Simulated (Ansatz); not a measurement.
AlH₉OSi₂ (SMILES [AlH3-][O+]([SiH3])[SiH3])

```xyz
13

Al   -0.0290    1.4745   -1.1200
O     0.1286   -0.1377    0.0540
Si    0.4941    0.2183    1.6687
Si   -0.4438   -1.5646   -0.6563
H    -1.2169    0.8860   -2.0213
H    -0.3951    2.4897    0.0651
H     1.4192    1.5859   -1.7761
H     0.9191   -1.0666    2.2751
H     1.5957    1.1995    1.6585
H    -0.7187    0.7290    2.3398
H    -1.9209   -1.5507   -0.6529
H     0.0653   -2.6658    0.1968
H     0.1229   -1.6320   -2.0167
```

Geometry: PBE0-D4/def2-TZVP.

The calculation used RKS PBE0-D4/def2-TZVPP (Ansatz 0.2.0).

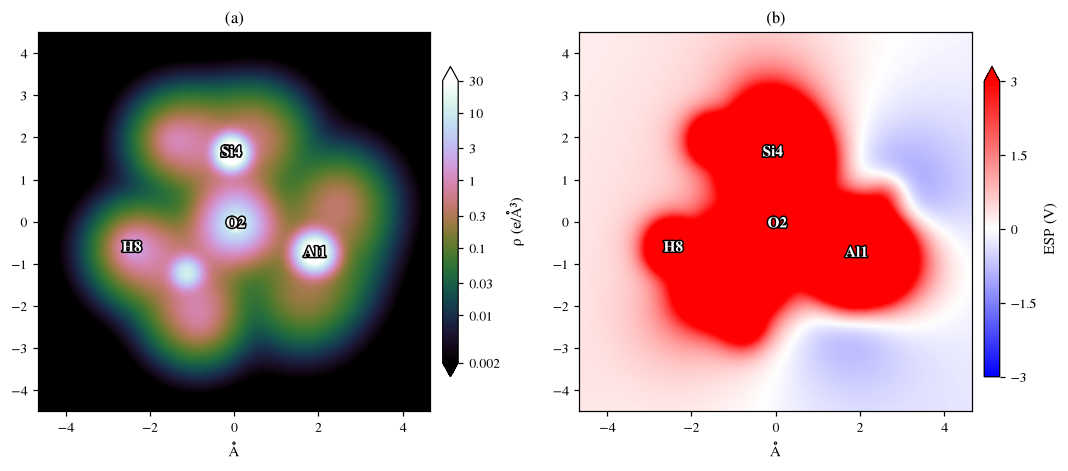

Figure 1. (a) electron density; (b) molecular electrostatic potential on the plane of atoms Al1, O2 and Si4.

Question: What does the map show?

Answer: Atoms in the plane: Al, O, Si and H.
Si–O (1.69 Å): ρ at the midpoint is about 1 e/Å³.
Al–O (2.00 Å): the density is about 0.43 e/Å³ at the midpoint.
Outside the dense part of the molecule the potential is most negative (−0.9 V) near H5, which lies off the plane.

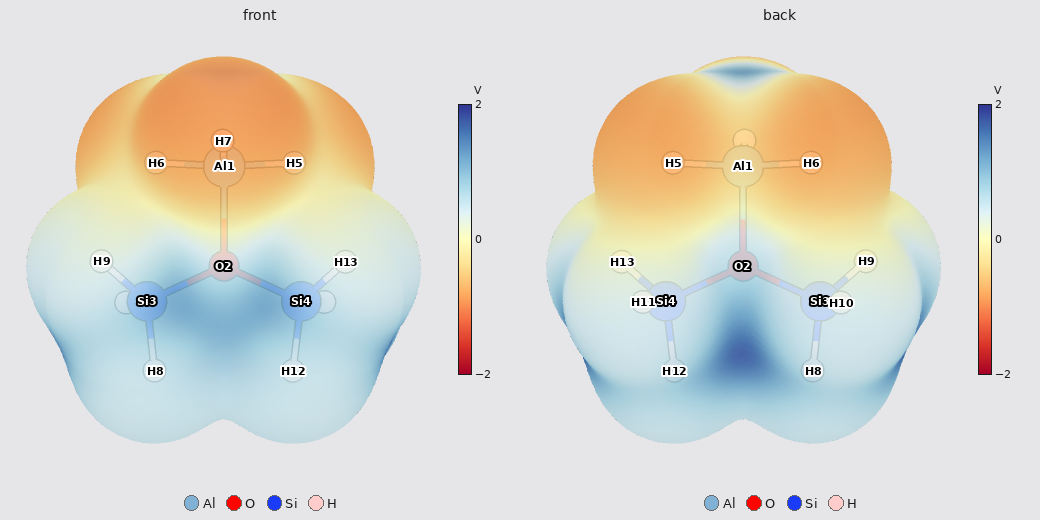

Figure 2. The molecular electrostatic potential painted on the density surface at 0.001 e/bohr³, seen from the front and from behind; the colour scale runs from red (negative) to blue (positive).

Question: Which sites attract a positive test charge, and which a negative one?

Answer: A positive charge is drawn to the negative regions and a negative charge to the positive ones. The most negative region (about −0.9 V) lies over H7, the most positive (about +1.7 V) over Si3 and Si4.

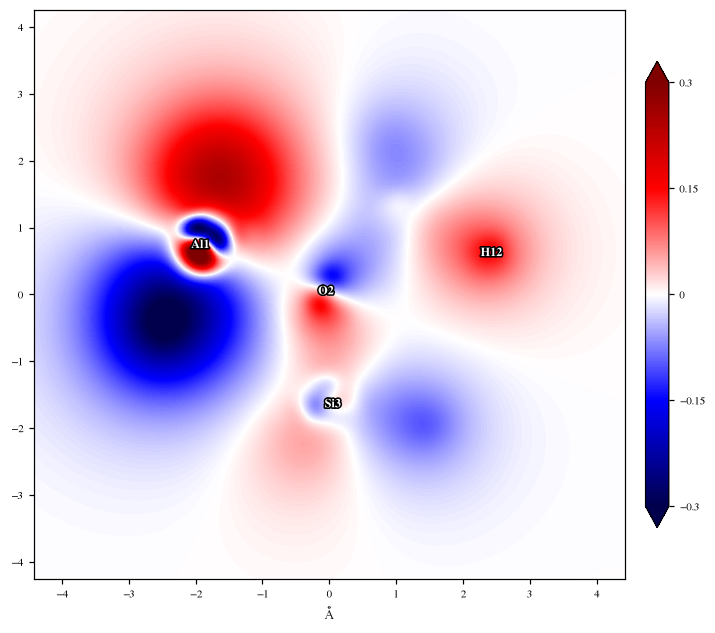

Figure 3. The HOMO−1 on the plane of atoms Al1, O2 and Si3 (values in Å⁻³ᐟ²; the overall sign is arbitrary).

Question: Describe this orbital and give its energy.

Answer: It lies mainly on Al1 (about 30 %), H5 (about 30 %) and H6 (about 30 %). Its energy is −7.82 eV.
